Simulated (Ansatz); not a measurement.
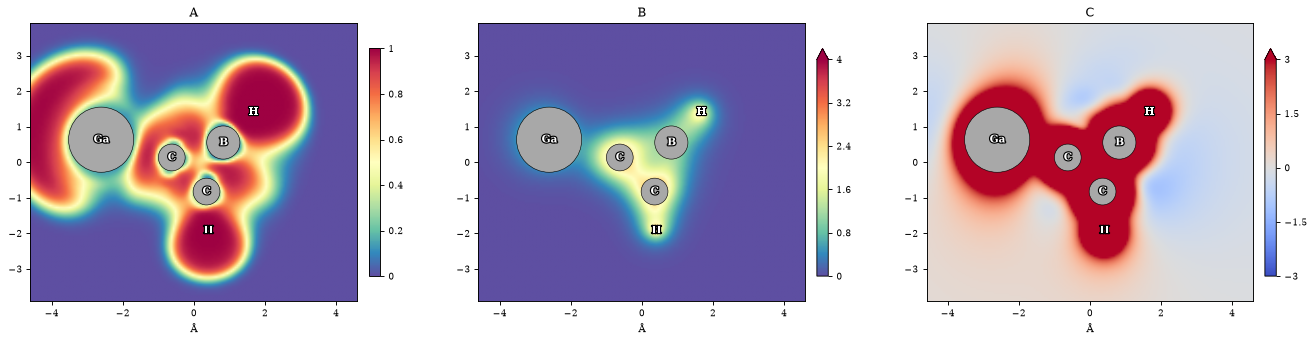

C₂H₂BGa (SMILES [Ga][C]1=CB1): 3 fields on the molecular plane, with unlabelled colour scales. Grey discs cover the atomic cores.

Geometry: B3LYP-D3(BJ)/def2-SVP.

The calculation used Ansatz 0.2.0, isolated molecule in a Gaussian basis; Kohn-Sham density functional theory, functional PBE0.

```xyz
6

C    -0.1890   -1.5475   -0.3677
C     0.5063   -2.2784    0.5595
B     0.6455   -0.8307    0.6665
Ga   -1.4467   -1.4779   -1.9832
H     0.6492   -3.3371    0.7949
H     1.0579    0.1810    1.1450
```

**Match the panels to the quantities (electron density, electron localisation function and electrostatic potential).**

Panel A: electron localisation function. Panel B: electron density. Panel C: electrostatic potential (strongly positive close to the atoms, with negative regions outside electron-rich atoms). From the grid: C–C (1.37 Å): ρ is about 2.1 e/Å³ halfway; the ELF peaks at about 0.85 between the atoms; localised, covalent bonding. C–B (1.46 Å): ρ is about 1.5 e/Å³ halfway; the ELF peaks at about 0.90 between the atoms; localised, covalent bonding.
